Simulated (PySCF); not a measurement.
# C₄H₈Si: NMR shifts at several levels of theory, part 2 of 2

PySCF 2.14.0. Atoms count from 0. The steps go on from the part before.

### 8 Shielding tensors: wB97X-D/pcSseg-2

Job settings and geometry (Å):

```
{"job": {"kind": "nmr", "xc": "wB97X-D", "basis": "pcSseg-2", "pop": false}, "charge": 0, "multiplicity": 1}
Si     1.980693    -0.731732    -0.312809
C      0.238982    -0.531540     0.275255
C     -0.950618    -1.451582     0.188815
C     -0.994980    -0.109222    -0.444453
C     -0.526965     0.688529     0.717162
H      2.482347     0.577931    -0.834605
H      2.019382    -1.748231    -1.410442
H      2.897187    -1.185574     0.777808
H     -0.860552    -2.321088    -0.471895
H     -1.543974    -1.631577     1.097924
H     -1.136956     0.177364    -1.486226
H     -0.069684     1.663070     0.511763
H     -1.093986     0.641784     1.659069
```

Level: GIAO wB97X-D/pcSseg-2 NMR shielding, non-relativistic, gas phase.

Log:

```text
coarse grid: 10928 points
cycle   1  E = -446.6385292650  dE =  8.331e-01  |g| = 2.377e-01  |ddm| = 2.492e+00
cycle   2  E = -446.6509667553  dE = -1.244e-02  |g| = 1.447e-01  |ddm| = 4.036e-01
cycle   3  E = -446.6555889658  dE = -4.622e-03  |g| = 4.548e-02  |ddm| = 1.361e-01
cycle   4  E = -446.6561019445  dE = -5.130e-04  |g| = 1.049e-02  |ddm| = 5.651e-02
cycle   5  E = -446.6561235244  dE = -2.158e-05  |g| = 3.417e-03  |ddm| = 1.190e-02
cycle   6  E = -446.6561265220  dE = -2.998e-06  |g| = 9.590e-04  |ddm| = 4.222e-03
final grid: 99736 points
cycle   7  E = -446.6650739677  dE = -2.711e-04  |g| = 7.737e-03  |ddm| = 5.756e-02
cycle   8  E = -446.6650789931  dE = -5.025e-06  |g| = 6.334e-03  |ddm| = 1.057e-02
cycle   9  E = -446.6650879716  dE = -8.979e-06  |g| = 6.197e-04  |ddm| = 5.058e-03
cycle  10  E = -446.6650880810  dE = -1.094e-07  |g| = 2.352e-04  |ddm| = 9.807e-04
cycle  11  E = -446.6650880934  dE = -1.236e-08  |g| = 5.968e-05  |ddm| = 2.455e-04
cycle  12  E = -446.6650880944  dE = -1.090e-09  |g| = 1.667e-05  |ddm| = 9.575e-05
cycle  13  E = -446.6650880945  dE = -9.902e-11  |g| = 3.981e-06  |ddm| = 4.038e-05
converged SCF energy = -446.6650880945

GIAO shielding tensors (ppm)
atom      isotropic    diamagn.    paramagn.     s11        s22        s33       span
  0 Si     402.186     878.305    -476.119    366.475    380.622    459.459     92.984
  1 C      196.190     260.058     -63.869    151.942    214.215    222.412     70.469
  2 C      149.116     247.869     -98.753    130.578    144.411    172.359     41.781
  3 C      177.287     253.618     -76.330    148.598    191.342    191.922     43.324
  4 C      149.089     248.000     -98.911    130.557    144.333    172.377     41.819
  5 H       27.347      29.803      -2.457     23.768     25.453     32.820      9.052
  6 H       27.346      29.376      -2.030     23.767     25.456     32.816      9.048
  7 H       26.868      28.532      -1.664     23.522     24.720     32.363      8.841
  8 H       30.139      29.788       0.351     24.378     25.980     40.058     15.680
  9 H       30.902      30.040       0.863     25.347     27.794     39.566     14.219
 10 H       29.659      32.396      -2.737     24.411     25.873     38.695     14.284
 11 H       30.139      31.164      -1.025     24.372     25.984     40.061     15.690
 12 H       30.901      30.529       0.372     25.350     27.795     39.560     14.210
```

It took 60 s on 1 thread of Arm Neoverse V1, shared host; peak memory 1.3 GiB.

Key values: δ C2 35.3, C3 7.1, C1 -11.8, Si0 -61.5, H5 4.17, H10 1.70 ppm (means over like atoms).

### 9 Nuclear shieldings: LC-wPBE/pcSseg-2

The job, as its differences from that of step 8:

```diff
@@ -1,2 +1,2 @@
-{"job": {"kind": "nmr", "xc": "wB97X-D", "basis": "pcSseg-2", "pop": false}, "charge": 0, "multiplicity": 1}
+{"job": {"kind": "nmr", "xc": "LC-wPBE", "basis": "pcSseg-2", "pop": false}, "charge": 0, "multiplicity": 1}
 Si     1.980693    -0.731732    -0.312809
```

Level: GIAO LC-wPBE/pcSseg-2 NMR shielding, non-relativistic, gas phase.

Log:

```text
coarse grid: 10928 points
cycle   1  E = -446.5056261066  dE =  9.470e-01  |g| = 2.430e-01  |ddm| = 2.493e+00
cycle   2  E = -446.5254010550  dE = -1.977e-02  |g| = 9.009e-02  |ddm| = 3.576e-01
cycle   3  E = -446.5270447949  dE = -1.644e-03  |g| = 4.281e-02  |ddm| = 9.554e-02
cycle   4  E = -446.5274445470  dE = -3.998e-04  |g| = 1.129e-02  |ddm| = 5.444e-02
cycle   5  E = -446.5274719360  dE = -2.739e-05  |g| = 2.837e-03  |ddm| = 1.092e-02
cycle   6  E = -446.5274743812  dE = -2.445e-06  |g| = 8.220e-04  |ddm| = 4.268e-03
final grid: 99736 points
cycle   7  E = -446.5363678931  dE = -1.099e-04  |g| = 6.250e-03  |ddm| = 4.340e-02
cycle   8  E = -446.5363714722  dE = -3.579e-06  |g| = 4.344e-03  |ddm| = 7.154e-03
cycle   9  E = -446.5363750087  dE = -3.537e-06  |g| = 4.101e-04  |ddm| = 3.159e-03
cycle  10  E = -446.5363750563  dE = -4.756e-08  |g| = 1.870e-04  |ddm| = 6.229e-04
cycle  11  E = -446.5363750647  dE = -8.404e-09  |g| = 3.500e-05  |ddm| = 2.214e-04
cycle  12  E = -446.5363750591  dE =  5.637e-09  |g| = 1.752e-05  |ddm| = 7.576e-05
cycle  13  E = -446.5363750592  dE = -1.151e-10  |g| = 2.301e-06  |ddm| = 3.186e-05
converged SCF energy = -446.5363750592

GIAO shielding tensors (ppm)
atom      isotropic    diamagn.    paramagn.     s11        s22        s33       span
  0 Si     406.463     877.789    -471.326    372.096    385.205    462.088     89.992
  1 C      199.808     258.187     -58.378    157.547    216.144    225.735     68.188
  2 C      153.578     246.789     -93.211    134.822    149.600    176.312     41.490
  3 C      180.669     252.894     -72.226    153.509    193.446    195.051     41.543
  4 C      153.551     246.343     -92.792    134.798    149.535    176.320     41.522
  5 H       27.387      29.705      -2.318     23.749     25.492     32.921      9.172
  6 H       27.387      29.373      -1.986     23.749     25.495     32.917      9.169
  7 H       26.930      28.559      -1.629     23.550     24.755     32.485      8.935
  8 H       30.108      29.908       0.200     24.202     25.839     40.284     16.082
  9 H       30.837      30.171       0.666     25.138     27.633     39.739     14.602
 10 H       29.524      32.186      -2.662     24.246     25.505     38.822     14.576
 11 H       30.108      31.012      -0.903     24.195     25.843     40.286     16.091
 12 H       30.835      30.550       0.286     25.141     27.632     39.734     14.593
```

It took 68 s on 1 thread of Arm Neoverse V1, shared host; peak memory 1.2 GiB.

This run: δ C2 34.7, C3 7.6, C1 -11.5, Si0 -59.8, H5 4.08, H10 1.79 ppm (means over like atoms).

### 10 Nuclear shieldings: PBE0/6-31G

The job, as its differences from that of step 9:

```diff
@@ -1,2 +1,2 @@
-{"job": {"kind": "nmr", "xc": "LC-wPBE", "basis": "pcSseg-2", "pop": false}, "charge": 0, "multiplicity": 1}
+{"job": {"kind": "nmr", "xc": "PBE0", "basis": "6-31G", "pop": true}, "charge": 0, "multiplicity": 1}
 Si     1.980693    -0.731732    -0.312809
```

With the program's defaults for keys left out, this is: GIAO PBE0/6-31G NMR shielding, non-relativistic, gas phase.

Log:

```text
coarse grid: 10928 points
cycle   1  E = -446.2583775241  dE =  7.367e-01  |g| = 2.535e-01  |ddm| = 3.324e+00
cycle   2  E = -446.2574248680  dE =  9.527e-04  |g| = 2.704e-01  |ddm| = 7.005e-01
cycle   3  E = -446.2783270355  dE = -2.090e-02  |g| = 2.519e-02  |ddm| = 3.828e-01
cycle   4  E = -446.2784167371  dE = -8.970e-05  |g| = 1.797e-02  |ddm| = 4.745e-02
cycle   5  E = -446.2785024787  dE = -8.574e-05  |g| = 2.193e-03  |ddm| = 2.273e-02
cycle   6  E = -446.2785036982  dE = -1.219e-06  |g| = 8.792e-04  |ddm| = 4.466e-03
final grid: 99736 points
cycle   7  E = -446.2272515919  dE = -1.173e-05  |g| = 6.212e-03  |ddm| = 2.124e-02
cycle   8  E = -446.2272481234  dE =  3.469e-06  |g| = 7.145e-03  |ddm| = 1.656e-02
cycle   9  E = -446.2272627280  dE = -1.460e-05  |g| = 3.114e-04  |ddm| = 9.318e-03
cycle  10  E = -446.2272627509  dE = -2.291e-08  |g| = 1.003e-04  |ddm| = 4.353e-04
cycle  11  E = -446.2272627534  dE = -2.469e-09  |g| = 2.925e-05  |ddm| = 1.489e-04
cycle  12  E = -446.2272627536  dE = -2.316e-10  |g| = 1.090e-05  |ddm| = 5.545e-05
converged SCF energy = -446.2272627536

GIAO shielding tensors (ppm)
atom      isotropic    diamagn.    paramagn.     s11        s22        s33       span
  0 Si     481.803     881.786    -399.983    451.231    458.652    535.527     84.295
  1 C      208.163     253.922     -45.759    166.762    226.343    231.383     64.621
  2 C      167.086     257.562     -90.476    148.986    163.714    188.560     39.574
  3 C      194.663     255.932     -61.269    167.399    207.898    208.691     41.292
  4 C      167.058     253.662     -86.604    148.952    163.649    188.574     39.622
  5 H       28.882      29.362      -0.480     24.827     26.983     34.836     10.009
  6 H       28.881      29.343      -0.462     24.824     26.985     34.833     10.009
  7 H       28.290      28.603      -0.313     24.530     25.859     34.480      9.950
  8 H       31.358      31.644      -0.286     25.518     27.612     40.944     15.426
  9 H       31.610      31.515       0.095     25.973     28.607     40.250     14.277
 10 H       31.133      31.508      -0.375     26.402     27.386     39.612     13.211
 11 H       31.358      31.308       0.050     25.512     27.615     40.948     15.436
 12 H       31.610      31.023       0.586     25.977     28.608     40.244     14.268
```

Wall time 5.3 s (1 thread of Arm Neoverse V1, shared host); peak memory 0.56 GiB.

In short: δ C2 32.5, C3 4.9, C1 -8.6, Si0 -37.1, H5 3.93, H10 1.48 ppm (means over like atoms).

### 11 Shielding tensors: PBE0/STO-3G

The job, as its differences from that of step 10:

```diff
@@ -1,2 +1,2 @@
-{"job": {"kind": "nmr", "xc": "PBE0", "basis": "6-31G", "pop": true}, "charge": 0, "multiplicity": 1}
+{"job": {"kind": "nmr", "xc": "PBE0", "basis": "STO-3G", "pop": true}, "charge": 0, "multiplicity": 1}
 Si     1.980693    -0.731732    -0.312809
```

Level: GIAO PBE0/STO-3G NMR shielding, non-relativistic, gas phase.

Log:

```text
coarse grid: 10928 points
cycle   1  E = -441.1317802805  dE =  5.586e-01  |g| = 1.929e-01  |ddm| = 4.433e+00
cycle   2  E = -441.1382279780  dE = -6.448e-03  |g| = 1.588e-01  |ddm| = 5.475e-01
cycle   3  E = -441.1457597811  dE = -7.532e-03  |g| = 4.072e-02  |ddm| = 2.514e-01
cycle   4  E = -441.1462275855  dE = -4.678e-04  |g| = 1.026e-02  |ddm| = 6.282e-02
cycle   5  E = -441.1462609652  dE = -3.338e-05  |g| = 1.425e-03  |ddm| = 1.523e-02
cycle   6  E = -441.1462615334  dE = -5.683e-07  |g| = 5.257e-04  |ddm| = 2.524e-03
final grid: 99736 points
cycle   7  E = -441.1184687367  dE = -5.742e-06  |g| = 2.675e-03  |ddm| = 1.147e-02
cycle   8  E = -441.1184700590  dE = -1.322e-06  |g| = 1.880e-03  |ddm| = 7.180e-03
cycle   9  E = -441.1184712818  dE = -1.223e-06  |g| = 1.928e-04  |ddm| = 2.994e-03
cycle  10  E = -441.1184712927  dE = -1.088e-08  |g| = 2.203e-05  |ddm| = 2.595e-04
cycle  11  E = -441.1184712928  dE = -1.177e-10  |g| = 1.100e-05  |ddm| = 3.971e-05
converged SCF energy = -441.1184712928

GIAO shielding tensors (ppm)
atom      isotropic    diamagn.    paramagn.     s11        s22        s33       span
  0 Si     582.083     869.064    -286.981    556.871    566.400    622.978     66.107
  1 C      236.778     256.139     -19.361    197.727    253.694    258.913     61.185
  2 C      203.519     254.899     -51.380    189.760    201.994    218.802     29.042
  3 C      222.915     259.383     -36.468    195.764    234.662    238.320     42.557
  4 C      203.505     253.547     -50.041    189.735    201.961    218.819     29.084
  5 H       30.779      31.693      -0.914     26.337     28.651     37.350     11.013
  6 H       30.779      30.984      -0.205     26.335     28.653     37.349     11.014
  7 H       30.543      30.056       0.486     26.708     27.676     37.244     10.536
  8 H       31.584      31.853      -0.269     25.650     27.847     41.256     15.606
  9 H       31.899      32.024      -0.125     25.854     28.906     40.937     15.082
 10 H       32.006      32.911      -0.905     26.839     27.902     41.278     14.438
 11 H       31.584      33.038      -1.454     25.643     27.852     41.257     15.614
 12 H       31.900      32.424      -0.525     25.858     28.907     40.933     15.075
```

It took 2.8 s on 1 thread of Arm Neoverse V1, shared host; peak memory 0.56 GiB.

Key values: δ C2 31.2, C3 11.8, C1 -2.1, Si0 -64.5, H5 1.90, H8 1.02 ppm (means over like atoms).

### 12 Run by run: NMR shifts

Shifts (ppm) of some atoms, chosen among heavy atoms and hydrogens apart, means over like atoms, with basis size and wall time:

```csv
run,C2,C3,C1,H5,H10,H9,Si0,functions,time
PBE0/pcSseg-2,35.5,7.1,-11.8,4.22,1.63,0.43,-61.2,299,49 s
mPW1PW91/pcSseg-2,35.5,7.3,-11.6,4.19,1.64,0.44,-60.9,299,37 s
WP04/pcSseg-2,35.5,8.5,-9.3,3.63,1.63,0.47,-57.9,299,39 s
B97-2/pcSseg-2,34.9,6.9,-11.9,4.14,1.60,0.42,-59.9,299,38 s
BHandHLYP/pcSseg-2,33.7,4.8,-14.5,4.05,1.65,0.42,-59.8,299,37 s
CAM-B3LYP/pcSseg-2,34.9,6.3,-12.3,4.14,1.68,0.44,-63.9,299,52 s
wB97X-D/pcSseg-2,35.3,7.1,-11.8,4.17,1.70,0.45,-61.5,299,60 s
LC-wPBE/pcSseg-2,34.7,7.6,-11.5,4.08,1.79,0.48,-59.8,299,68 s
PBE0/6-31G,32.5,4.9,-8.6,3.93,1.48,1.00,-37.1,65,5.3 s
PBE0/STO-3G,31.2,11.8,-2.1,1.90,0.60,0.71,-64.5,37,2.8 s
```

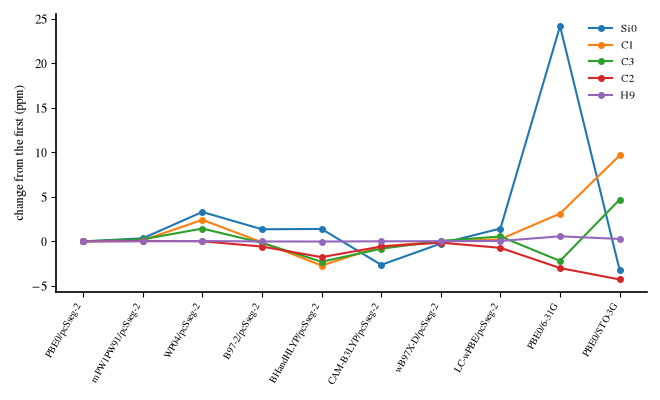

How five of the tabulated atoms move from run to run.

### 13 Results

This closing draws on all 2 parts.

| quantity | value |
| --- | --- |
| 13C shifts against TMS (PBE0/pcSseg-2, means over atoms taken as alike) | 35.5, 7.1, -11.8 ppm |
| 1H shifts against TMS (PBE0/pcSseg-2, means over atoms taken as alike) | 4.22, 1.63, 1.24, 0.43 ppm |
| 29Si shifts against TMS (PBE0/pcSseg-2) | -61.2 ppm |
| range of the shift of Si0 (minimal bases aside) | -63.9 to -37.1 ppm |
| property runs in this session | 10, of which 0 failed and 1 gave unsound results |

**Reading.** Single values in the summary come from the first sound run of each kind (PBE0/pcSseg-2), which need not be the best level. At PBE0/pcSseg-2: The widest tensor belongs to Si0: span 95 ppm, with a paramagnetic part of -476 ppm. Leaving out the minimal-basis runs, which are unusable for shieldings: Across the 9 runs the shift of Si0 moves most, between -63.9 (CAM-B3LYP/pcSseg-2) and -37.1 ppm (PBE0/6-31G).
